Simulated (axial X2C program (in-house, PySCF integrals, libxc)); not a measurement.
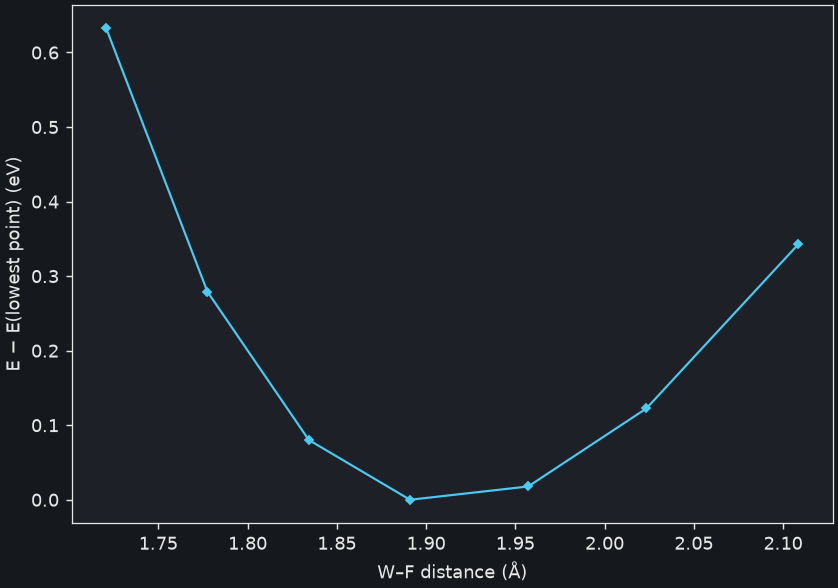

Figure 1. Energy at 7 bond lengths, for one set of occupations held fixed; the line joins the points. A polynomial of degree 5 through 7 points gives rₑ = 1.912 Å, ωₑ = 626.6 cm⁻¹, ωₑxₑ = 2.6 cm⁻¹ and Bₑ = 0.2678 cm⁻¹. The minimum lies 3.45 eV below W + F, each computed as one determinant at the same level.

**Relativistic diatomic calculation, with input and output: WF**

WF, single determinant with M_S = 5/2 and |Λ| = 0. Computed at this level: HF, spin-free X2C-1e, W dyall-cv3z, F dyall-av3z (cores contracted) (axial X2C program (in-house, PySCF integrals, libxc)).

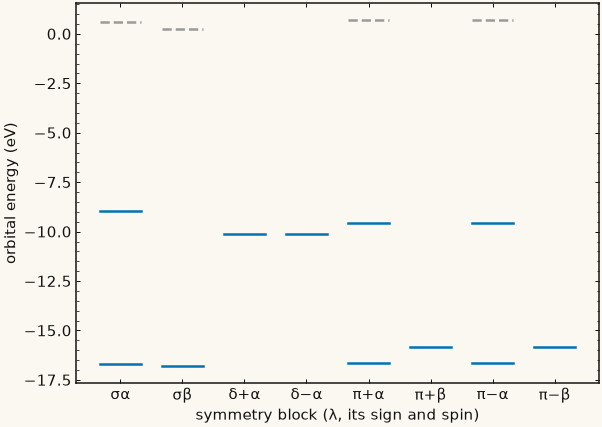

Figure 2. Orbital energies near the frontier at 1.89 Å, filled (solid) and empty (dashed); a label such as π−α means λ = −1 and α spin. The highest filled orbital (σα; 66 % W s, 15 % W d) lies at −8.94 eV, the lowest empty one (σβ; 82 % W s, 14 % W p) at 0.24 eV.

These pictures come from the run below.

## Input file
```
{"zs": [74, 9], "q": 0, "bas": ["dyall-cv3z", "dyall-av3z"], "levels": ["PBE0", "HF", "BHandHLYP"], "cc": true, "r0": 2.01, "thr": -1.0, "nmax": 90, "npts": 10, "nst": 2, "ntry": 6}
```

The line is the task of a batch: nuclear charges, charge, bases, the levels to run, a first guess of the distance and further settings. This report covers HF without spin-orbit coupling. The log is that of the reference distance 1.891 Å.

Launched within a batch (the task file carries these settings):
```bash
python <driver script> task.json out
```

## Log
```
spin-free X2C-1e  HF
basis functions 239  fitting functions 1166  grid points 5075
iter        total energy     max residual
   1     -16238.030181035     9.88e-01
   2     -16238.079040451     2.05e-02
   3     -16238.080510928     2.20e-02
   4     -16238.082640472     1.54e-03
   5     -16238.082813290     9.76e-04
   6     -16238.082877264     5.75e-04
   7     -16238.082916183     3.54e-04
   8     -16238.082935837     1.63e-04
   9     -16238.082938824     7.42e-05
  10     -16238.082939376     3.29e-05
  11     -16238.082939550     1.08e-05
  12     -16238.082939582     2.92e-06
  13     -16238.082939583     9.27e-07
converged
one-electron -22666.88964672  Coulomb 6576.34555823  exact exchange -333.91221042  xc functional 0.00000000  nuclear repulsion 186.37335932
correlated 13  virtual 313  natural virtual 89  E(MP2) -0.360371858  MP2 remainder -0.017040205
iter   CCSD correlation   residual
   1     -0.337502023   1.18e-01
   2     -0.345208930   5.63e-02
   3     -0.347913036   1.93e-02
   4     -0.347959229   7.30e-03
   5     -0.347976907   3.09e-03
   6     -0.347998516   1.41e-03
   7     -0.347994792   6.35e-04
   8     -0.347997505   1.83e-04
   9     -0.347997683   6.28e-05
  10     -0.347996825   2.60e-05
  11     -0.347996773   1.19e-05
  12     -0.347996624   5.27e-06
  13     -0.347996598   2.11e-06
  14     -0.347996614   8.46e-07
(T) -0.011311550395225913  T1 0.0253  D1 0.0540  max T2 0.035
```

## The points of the curve

| R (Å) | E (hartree) | dipole (D; origin at the first atom, positive when the second is positive) | highest filled (eV) | lowest empty (eV) |
| --- | --- | --- | --- | --- |
| 1.721 | −16238.059697 | −1.44 | −8.79 | 0.42 |
| 1.778 | −16238.072684 | −1.95 | −8.85 | 0.36 |
| 1.834 | −16238.079992 | −2.44 | −8.89 | 0.30 |
| 1.891 | −16238.082940 | −2.89 | −8.94 | 0.24 |
| 1.957 | −16238.082284 | −3.40 | −9.01 | 0.16 |
| 2.023 | −16238.078439 | −3.89 | −9.09 | 0.09 |
| 2.108 | −16238.070346 | −4.50 | −9.20 | −0.01 |

## Key numbers

```tsv
quantity	value
outcome	converged
bond length rₑ	1.912 Å
ωₑ	626.6 cm⁻¹
energy at the minimum	−16238.08315 hartree
depth below the fragments	3.45 eV
largest ⟨S²⟩ along the curve	8.76
hardware	1 thread of Arm Neoverse V2, 24 GiB of memory available, shared host
wall time	3.3 s
```

## Notes

Hartree–Fock lacks correlation, so it usually binds too weakly. To bear in mind: 7 of the 10 points asked for were kept.
